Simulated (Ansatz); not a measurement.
We consider rock-salt HfC, described by LC-ωPBE in Ansatz (PAW).

Numerical settings: plane-wave cutoff 460 eV, 10×10×10 k mesh, Fermi–Dirac smearing 0.05 eV, scalar-relativistic PAW data made under PBE.

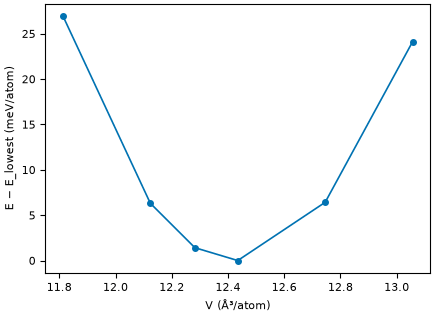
Fig. 1. Total energy against volume

From the curve, estimate the equilibrium volume and the bulk modulus.

V0 ≈ 12.4 Å³/atom and B0 ≈ 260 GPa; the fit gives V0 = 12.427 Å³/atom, B0 = 262 GPa, B′ = 3.8.

Measured, for comparison: bulk modulus 242 GPa (room temperature, not corrected to a static lattice, our sources range from 242 to 286; as tabulated in Synthesis of Binary Transition Metal Nitrides, Carbides and Borides from the …); equilibrium volume per atom 12.47 Å³/atom (temperature not stated, not corrected to a static lattice; as tabulated in Zhang et al. (2018), doi:10.1088/1367-2630/aac7f0). Computed (rounded) less measured: bulk modulus not scored (sources differ), equilibrium volume per atom -0.3 %. A static lattice is as a rule a little smaller and stiffer than an uncorrected measurement, which narrows the difference in the equilibrium volume per atom and would widen misses of the other sign.

Spin–orbit coupling is not included.

Ansatz is a first-principles code.
